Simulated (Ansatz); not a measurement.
# Lattice dynamics of SnSe2 monolayer (2H), part 2 of 2

Wanted: phonon frequencies of SnSe2 monolayer (2H) and what follows from them.

Ansatz 0.2.0; DFT PBE, scalar-relativistic, plane waves, PAW; PAW set soft_1.

So far. Step 4 (Tight relaxation): The largest force component left is 0.28 meV/Å, within the tolerances set. Step 5 (Linear response at the zone centre): Before it was imposed, the acoustic sum rule was missed by 1.1e-4 eV/Å². Small misses are needed for a sound result but don't prove that mesh and cutoff are converged. The lowest optical mode is imaginary, 85.3i cm⁻¹, so the energy falls along it.

### Step 6. Response at finite wavevector

Stability and thermal properties need the whole zone. Linear response on a 3×3×1 q mesh gives force constants as far as a supercell of that size would.

Input file input.yaml:

```yaml
crystal:
  lattice:
    - [3.7941949, 0.0, 0.0]
    - [-1.89709745, 3.2858691703, 0.0]
    - [0.0, 0.0, 30.46]
  atoms:
    - { symbol: Sn, position: [0.3333333333, 0.6666666667, 0.3282994091] }
    - { symbol: Se, position: [0.6666666667, 0.3333333333, 0.384945277] }
    - { symbol: Se, position: [0.6666666667, 0.3333333333, 0.2716535412] }
  periodic: [true, true, false]
kpoints:
  mp_grid: { grid: [12, 12, 1] }
hamiltonian:
  xc: pbe
  pseudopotentials: { kind: paw, azcp: { folder: soft_1 } }
scf:
  occupations: { method: gaussian, width: 0.1 }
output:
  eigenvalues: true
phonons:
  method: dfpt
  qmesh: [3, 3, 1]
  temperatures: { t_max: 1000, t_step: 50 }
  qpath:
    path:
      - [0.0, 0.0, 0.0]
      - [0.5, 0.0, 0.0]
      - [0.33333333, 0.33333333, 0.0]
      - [0.0, 0.0, 0.0]
    npoints: 10
```

On the command line:

```bash
$ ansatz run input.yaml --threads 4 --pin off --max-ram 16384MiB --backend cpu --events-out ev --progress --plain --runs-dir out
```

Numbers of over 12 decimals in the logs are rounded to 6 here.

Log:

```text
[...]
Crystal: 3 atoms, lattice volume = 379.752 Å³
Basis set: ecut = 420 eV, 7445 PW (Γ), exchange–correlation on 54×54×432 points (8 copies of the dense FFT grid, shifted against one another)
Bands: 28, of which v1, the nominal top of the filled ones, is band 23 counted from 1 (22 counted from 0)
Symmetry: 12 space group operations
k-points: 19 of 144 (irreducible under 6 space group operations, time reversal used)
[...]
SCF iter  11: F=-16962.695869 eV  HF=-16962.695869 eV  |F-HF|=9.46e-11  |Δ(HF+E_count)|=  1.67e-10  Δρ=9.18e-9  dr2=4.89e-13  ethr=1.00e-12  ⟨swp⟩=18.7  Hψ=3781  notcnv=0
SCF 1 converged in 11 iterations: F = -16962.695869 eV  dr2 = 4.89e-13
[...]
NSCF: frozen V_eff on 19 k-points
WARN: eigensolver did not converge in 19 slots of this pass, the one above among them; of largest residual over every band (k=16): 1 band(s) unlocked (lowest unlocked band 27, counted from 0; max residual 4.32e-2 eV among the unlocked bands, 4.32e-2 eV over every band); of lowest unlocked band (k=0): band 27
[...]
DFPT response loops at q = (0, 0, 0) (fractional): preconditioner auto → none (partly filled bands, converged f_vac=0.765); β = 0.50; Broyden in place of MSR1
[...]
SCF converged after 11 iterations
Free energy (F): -16962.695869 eV
[...]
Internal energy: -16962.692433 eV  (E = F + TS)
E sigma→0 (E₀):  -16962.694151 eV
Entropy (-TS):   -0.003436 eV (-1.145 meV/atom)
Fermi energy:    -5.630714 eV
[...]
--- Band table (eV; the first three rows and the last of 19) ---
  k-point 0: bands = [... 19 lower, -6.4592, -6.4592, -5.6543, -5.6543, -5.1513, -2.1124, -1.5615, -1.5615, ... 1 higher]
  k-point 1: bands = [... 19 lower, -7.1121, -6.5941, -6.0575, -5.7092, -4.6856, -1.8724 (-1.8724°), -1.7108 (-1.7108°), -1.4129, ... 1 higher]
  k-point 2: bands = [... 19 lower, -7.4919, -6.9208, -6.6825, -5.8522, -4.3392, -2.3351, -1.0983 (-1.0982°), -1.0459, ... 1 higher]
  k-point 18: bands = [... 19 lower, -9.2776, -8.9907, -7.9517, -5.9865, -4.8199, -3.2363, 0.0239, 0.1388, ... 1 higher]
  ° read free of the cell's end (the report's vacuum.weakly_bound_levels)
--- Phonons (Γ-DFPT): 6 representative perturbations + reference (Σ response iterations 22) ---
  ASR residual: 9.234e-5 → 0.000e0 eV/Å²; symmetrization residual: 2.965e-5 eV/Å²
[...]
ASR residual per site (eV/Å²): 9.23e-5 1.13e-5 2.31e-5
  Γ frequencies (cm⁻¹): -85.33 -85.33 0.00 0.00 0.00 130.19 130.19 199.13 229.71
--- Phonons (arbitrary-q DFPT): 3 irreducible q on the 3×3×1 mesh ---
  q = [0.0000, 0.0000, 0.0000] (star 1, of the zone-centre solve; hermiticity 4.51e-6, symmetrization 4.15e-12, taken by the last average 4.78e-7): -85.33 -85.33 -0.00 0.00 0.00 130.19 130.19 199.13 229.71
  q = [0.0000, 0.3333, 0.0000] (star 6, 9 solved perturbations on 78 of 144 k-point pairs; hermiticity 3.45e-6, symmetrization 4.27e-10, taken by the last average 1.25e-6): -66.83 11.87 62.47 104.33 121.47 130.50 163.22 163.72 205.78
  q = [0.3333, 0.3333, 0.0000] (star 2, 6 solved perturbations in 327 linear systems a pass and spin channel, the states on 78 of 144 k-point pairs; hermiticity 4.40e-6, symmetrization 7.29e-7, taken by the last average 1.72e-6): 40.61 102.33 108.53 112.71 117.88 130.90 139.86 150.08 201.61
  sum rule: each row above includes the acoustic sum rule's correction from the zone centre's row sums; it moved no ω² by more than (0.46 cm⁻¹)²
  mesh force constants: q→R imaginary residual 0.00e0; ASR residual 9.234e-5 → 0.000e0 eV/Å²; symmetrization residual 7.994e-15 eV/Å²
  interpolated dispersion: 31 rows × 9 modes
  density of states and harmonic sums: on the 21×21×1 q-mesh, interpolated from the force constants of a 3×3×1 supercell (no non-analytic term)
  largest difference from the sums on the solved wave vectors: F 3.11e-2 eV, S 3.49e-5 and C_V 3.56e-6 eV/K
  zero-point energy: 0.059967 eV/cell   skipped modes (ω ≤ 0): 62, of them read as no rigid motion or as one in doubt: 59 (1.202e0 modes/cell left out, lowest -85.33 cm⁻¹)   left out of the sums: 1.34e-1 of the cell's modes: C_V's classical limit lies that fraction below 3 k_B per atom; for a crystal, a wire or a layer, F and S can be off by more, and a phonons.interpolated_qmesh denser along its periods is the remedy for the sampling
```

The job ended after 7.5 min (4 threads of Arm Neoverse V1, shared host; peak memory 2.3 GiB; 29 min of CPU time).

Numbers from this step:

```yaml
sum_rule_residual_before_enforcement: 9.23e-5 eV/Å²
lowest_frequency_on_the_path: -85.33 cm⁻¹
highest_frequency_on_the_path_or_at_a_solved_wavevector: 229.7 cm⁻¹
lowest_mode_on_the_q_mesh_acoustic_modes_at_gamma_apart: -85.33 cm⁻¹
```

Frequencies (cm⁻¹) solved at each irreducible wavevector; negative means imaginary. Frequencies by wavevector, by row:

```tsv
q in reciprocal lattice units	star	mode 1	mode 2	mode 3	mode 4	mode 5	mode 6	mode 7	mode 8	mode 9
0 0 0	1	-85.3	-85.3	0	0	0	130.2	130.2	199.1	229.7
0 0.3333 0	6	-66.8	11.9	62.5	104.3	121.5	130.5	163.2	163.7	205.8
0.3333 0.3333 0	2	40.6	102.3	108.5	112.7	117.9	130.9	139.9	150.1	201.6
```

Interpolated from a 3×3×1 q mesh, without the LO-TO term. Phonon branches along the path, in cm⁻¹:

```tsv
point	branch 1	branch 2	branch 3	branch 4	branch 5	branch 6	branch 7	branch 8	branch 9
Γ	-85	-85	0	0	0	130	130	199	230
M	-57	27	69	124	128	145	151	159	209
K	41	102	108	113	118	131	140	150	202
Γ	-85	-85	0	0	0	130	130	199	230
```

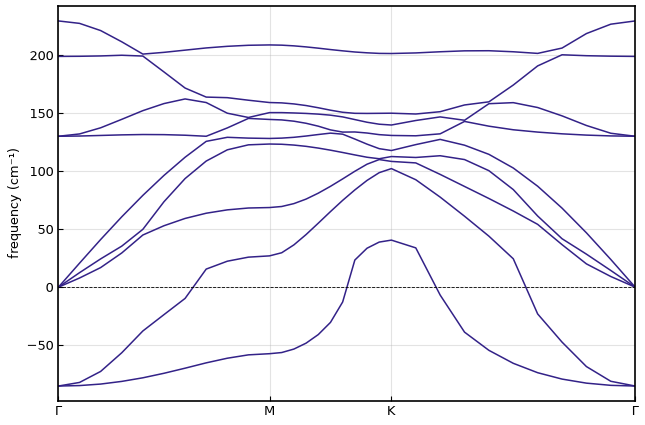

Phonon branches along the path.

The phonon density of states has structure finer than the step of the table below, so its rows give means over 20 cm⁻¹, whole bins alone (the curve runs from -87.5 to 232 cm⁻¹). Peaks (cm⁻¹: height): -57.5: 0.0288, 67.5: 0.0447, 132.5: 0.135, 147.5: 0.0830, 157.5: 0.0746, 202.5: 0.118.

Tetrahedra on a 21×21×1 mesh, mean over bins of 5 cm-1. Interpolated from a 3×3×1 q mesh. The phonon density of states by wavenumber; means over each step:

```tsv
wavenumber (cm⁻¹)	phonon density of states (1/cm⁻¹/cell)
-60	0.0227
-40	0.0121
-20	0.00714
0	0.00543
20	0.0176
40	0.0237
60	0.0311
80	0.0315
100	0.0268
120	0.0549
140	0.0802
160	0.0537
180	0.00718
200	0.0512
220	0.00845
```

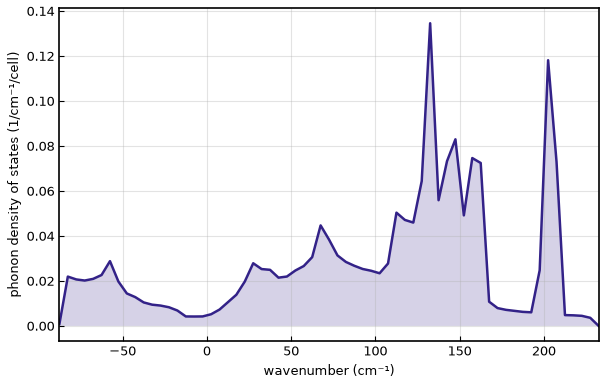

Phonon density of states against wavenumber.

The partial phonon density of states has structure finer than the step of the table below, so its rows give means over 20 cm⁻¹, whole bins alone (the curve runs from -95.3 to 247 cm⁻¹). Peaks (cm⁻¹: height): Se -56.6: 0.0271, 117.6: 0.0462, 132.6: 0.0677, 145.5: 0.0549, 203.6: 0.0906; Sn 27.2: 0.0158, 48.8: 0.0145, 68.1: 0.0204, 132.6: 0.0536, 145.5: 0.0292, 160.6: 0.0394, 205.7: 0.0256.

Phonopy on the run's constants, 17x17x1 mesh, Gaussian sigma 2.4 cm-1. Interpolated from a 3×3×1 q mesh. The partial phonon density of states by wavenumber; means over each step; values in 1/cm⁻¹/cell:

```tsv
wavenumber (cm⁻¹)	Se	Sn
-80	0.0161	1.2e-4
-60	0.0217	0.00124
-40	0.00953	0.00265
-20	0.00508	0.00324
0	0.00171	0.00127
20	0.00926	0.00942
40	0.0124	0.0115
60	0.0174	0.0131
80	0.0185	0.0125
100	0.0192	0.00709
120	0.0426	0.0123
140	0.0491	0.0321
160	0.0287	0.0253
180	0.00368	0.00303
200	0.0412	0.0119
220	0.00358	0.00307
```

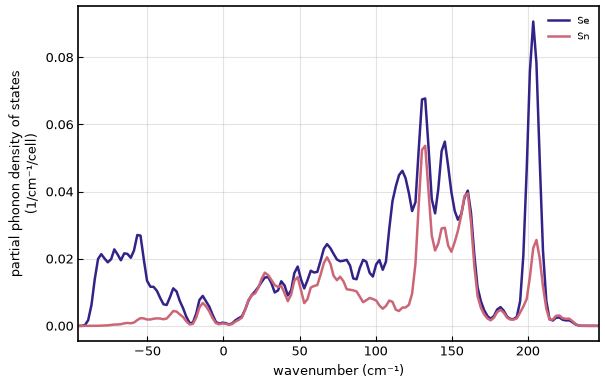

Partial phonon density of states, plotted against wavenumber.

Symmetry leaves 3 wavevectors to solve. The lowest mode among them, the acoustic zeros apart, lies at Γ and is imaginary, 85.3i cm⁻¹, so the energy falls along it.

### Step 7. Another isotope, element Se, natural mass 78.971 amu

An isotope changes the mass and not the force constants, so no new electronic calculation is needed; the shifts show which modes move this element.

The same force constants with the mass of Se changed from 78.971 to 81.917 u (phonopy, no LO-TO term). Both lists are sorted by frequency; levels can cross, so a row need not hold one and the same mode. Modes under 3 cm⁻¹ are left out. Isotope shifts, by row:

```tsv
q	rank	natural mass (cm⁻¹)	changed mass (cm⁻¹)
0 0 0	1	-85.33	-83.78
0 0 0	2	-85.33	-83.78
0 0 0	6	130.2	129.2
0 0 0	7	130.2	129.2
0 0 0	8	199.1	195.5
0 0 0	9	229.7	227.9
0 0.3333 0	1	-66.83	-65.61
0 0.3333 0	2	11.86	11.77
0 0.3333 0	3	62.47	61.87
0 0.3333 0	4	104.3	102.5
0 0.3333 0	5	121.5	119.9
0 0.3333 0	6	130.5	129.4
0 0.3333 0	7	163.2	161.4
0 0.3333 0	8	163.7	162.1
0 0.3333 0	9	205.8	203
0.3333 0.3333 0	1	40.61	40.26
0.3333 0.3333 0	2	102.3	100.5
0.3333 0.3333 0	3	108.5	107.5
0.3333 0.3333 0	4	112.7	112
0.3333 0.3333 0	5	117.9	115.7
0.3333 0.3333 0	6	130.9	128.5
0.3333 0.3333 0	7	139.9	139.3
0.3333 0.3333 0	8	150.1	148.3
0.3333 0.3333 0	9	201.6	198.7
```

A mode of this element alone would shift by -1.81 %. The highest zone-centre frequency without the field goes from 229.7 to 227.9 cm⁻¹ (-0.8 %).

### Step 8. Another isotope, element Sn, natural mass 118.71 amu

The same for Sn, from 118.71 to 123.91 u.

A mode of this element alone would shift by -2.12 %. The highest zone-centre frequency without the field goes from 229.7 to 226.9 cm⁻¹ (-1.2 %).

### Step 9. Summary of results

- space group after relaxation (within 0.01 Å): P-6m2
- area per atom: 4.16 Å²
- gap on the k-mesh: 0.0247 eV
- highest optical mode at the zone centre (no LO-TO term): 230 cm⁻¹
- lowest optical zone-centre mode: -85.3 cm⁻¹
- lowest mode on the q mesh (acoustic modes at Γ apart): -85.3 cm⁻¹
- highest frequency on the path or at a solved wavevector: 230 cm⁻¹
- imaginary modes on the 3×3×1 q mesh: yes

In words: Modes are clearly imaginary (beyond 10i cm⁻¹) at 2 of the 3 irreducible wavevectors, most at Γ (85.3i cm⁻¹), so this structure is not a minimum of the energy. The optical modes at Γ span -85 to 230 cm⁻¹ (negative means imaginary). With no gap, or one that is small against the smearing, the frequencies hang on the k mesh and the smearing, most of all near Kohn anomalies. In a sheet or slab the interpolated bending branch near Γ is rough, since the rotational sum rule isn't imposed. A semilocal functional can close a gap that the real compound would have, so the metallic treatment may be an artefact of the level. Spin-orbit coupling is left out, which can matter for the heavy elements here. A phonon run warned that its eigensolver left some bands unconverged in a pass. The starting cell was built on a prototype and not taken from a measurement. These are harmonic frequencies at zero temperature: anharmonic shifts, linewidths and thermal expansion are left out.

[Logs are printed without paths, hosts, clocks, repeated set-up lines and the standing remarks that a program may print on its own settings, such as how far it seeks lower states.]

[Hosts, paths, dates, database ids (printed as entryN), source tags and the programs' standing remarks are cut or masked in the printed files.]
